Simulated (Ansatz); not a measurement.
**C30H12N10S10: density, localisation and related maps**

C30H12N10S10 (SMILES c1csc(-c2cnc(-c3cnc(-c4cnc(-c5cnc(-c6cnc(-c7cnc(-c8cnc(-c9cnc(-c%10cncs%10)s9)s8)s7)s6)s5)s4)s3)s2)n1), 62 atoms.

Geometry: PBE-D4/def2-SVP; not at a stationary point (largest force 0.8 eV/Å).

Theory: Ansatz 0.2.0, RKS PBE0-D4/def2-SVP.

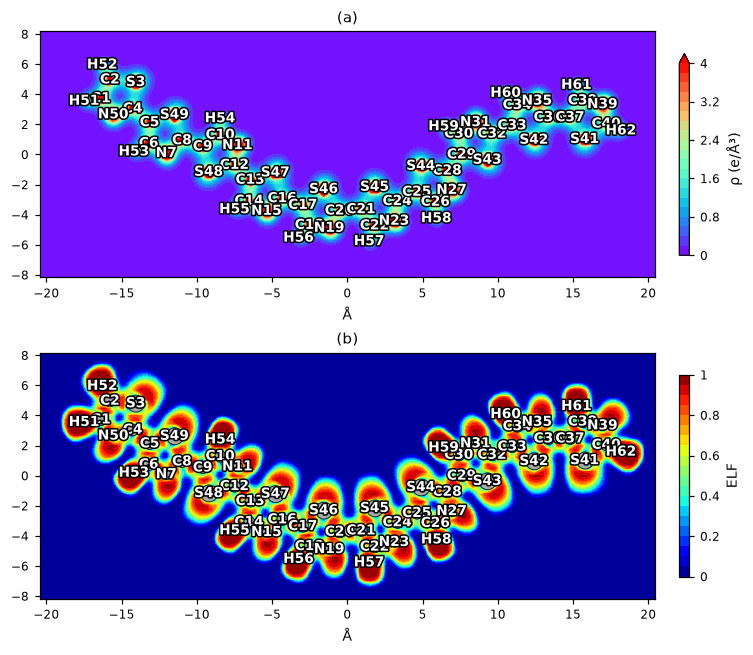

Figure 1. (a) total electron density; (b) electron localisation function on the molecular plane. Grey discs cover the atomic cores in the ELF map.

What does the map show?

Answer. The section cuts through C, S, N and H sites. C–N (1.31 Å): the density is about 2.6 e/Å³ at the midpoint; the ELF peaks at about 0.90 between the atoms, as expected for a covalent bond. C–C (1.38 Å): ρ is about 2.1 e/Å³ halfway; the ELF peaks at about 0.95 between the atoms, as expected for localised, covalent bonding. C–S (1.73 Å): ρ at the midpoint is about 1.4 e/Å³; the ELF peaks at about 0.90 between the atoms (a covalent bond). C–H (1.10 Å): the density is about 1.9 e/Å³ at the midpoint; the ELF climbs to about 1 towards the hydrogen, as it does in any bond to H (an ordinary covalent bond to hydrogen). C–N (1.35 Å): the density is about 2.4 e/Å³ at the midpoint; the ELF peaks at about 0.85 between the atoms (a covalent bond). The ELF also peaks beside N19, N23, S48, S46, S45, S43, N7, S47, S42, S41, N50, N31, S49, N39 and S3, away from the bonds: lone-pair regions.

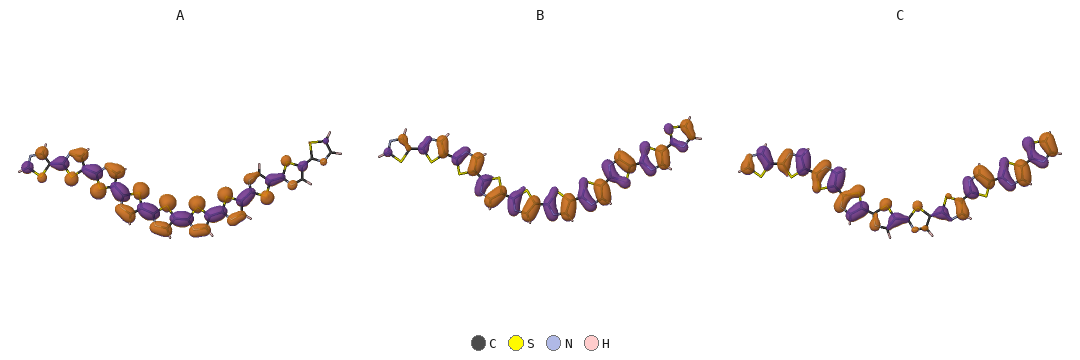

Figure 2. Three frontier orbitals at ±0.04 Å⁻³ᐟ² (orange and purple are the two phases), in no order.

Order the three orbitals by energy and name them.

Answer. C is the HOMO−1 (−6.22 eV). No atom holds more than about 5 % of it (Hirshfeld); by element the shares are C 75 %, N 15 % and S 10 %; it changes sign across the molecular plane (π type). B is the HOMO (−5.87 eV). No atom holds more than about 10 % of it (Hirshfeld); by element the shares are C 75 %, N 15 % and S 10 %; it changes sign across the molecular plane (π type). A is the LUMO (−3.27 eV). No atom holds more than about 10 % of it (Hirshfeld); by element the shares are C 60 %, S 25 % and N 10 %; it changes sign across the molecular plane (π type).

What is the HOMO–LUMO gap?

Answer. 2.60 eV between the orbital energies.

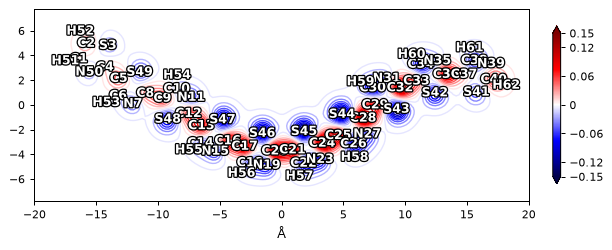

Figure 3. The LUMO on a plane 0.8 Å above the molecular plane (values in Å⁻³ᐟ²; the overall sign is arbitrary).

What is the character of this orbital?

Answer. No atom holds more than about 10 % of it (Hirshfeld); by element the shares are C 60 %, S 25 % and N 10 %; it changes sign across the molecular plane (π type). Its energy is −3.27 eV.
